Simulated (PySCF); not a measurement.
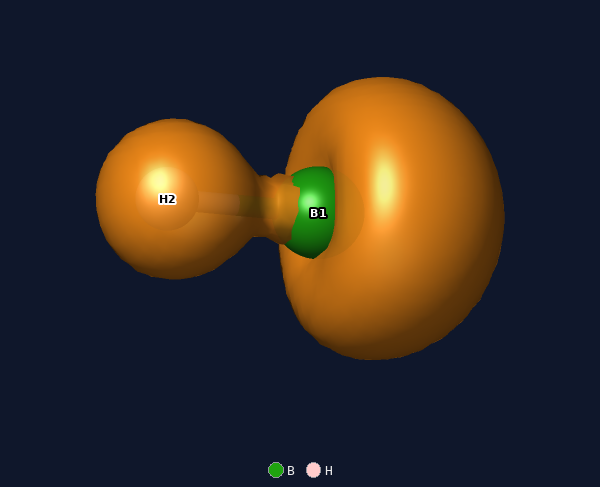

The picture shows: BH (charge +1, doublet). Isosurface of the spin density at +0.05 e/Å³ (orange), seen from one side.

All numbers below come from PySCF 2.14.0, PBE0/jorge-DZP-DKH, spin-free X2C-1e, Gaussian nucleus, at a bond length of 1.230 Å.

```xyz
2

B     0.0000    0.0000   -0.1032
H     0.0000    0.0000    1.1268
```

Q: Describe the spin distribution.

A: The unpaired spin (1 electron) lies mostly on B1 (about 0.9) and H2 (about 0.1), in electrons by Hirshfeld's partition.
